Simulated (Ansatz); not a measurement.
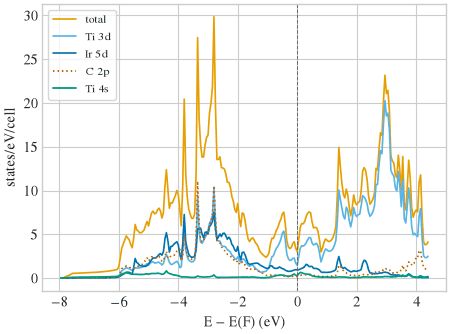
*Total and projected density of states of Ti₃IrC₂ in space group P6_3/mmc (No. 194; Ti on 4f, Ti on 2a, Ir on 2b, C on 4f), DFT-r²SCAN in the program Ansatz with PAW potentials*

Question: Which orbitals carry the states next to the Fermi level?

Answer: Within 0.5 eV of the Fermi level: Ti 3d 61 %, Ir 5d 20 %, Ti 4s 7 %, outside the projected shells 5 %. Projections are on Löwdin-orthogonalised atomic valence shells; empty p or d shells of many metals are not among them.

Question: Where is the tallest occupied peak in this window, and what makes it?

Answer: Near -2.8 eV, about 30 states/eV per cell; the largest projected share is C 2p.

The start of the workflow was typed in or built on a structure type; neither database checked (COD, Materials Project) lists it. Whether it is the stable phase at ambient conditions was not checked. Symmetry was held in the r²SCAN relaxation; whether a distortion lowers the energy is not shown. The run is not spin-polarised. Scalar-relativistic: spin–orbit coupling is off unless named, which matters more the heavier the elements.

Potentials: the earlier of the program's two PAW sets.
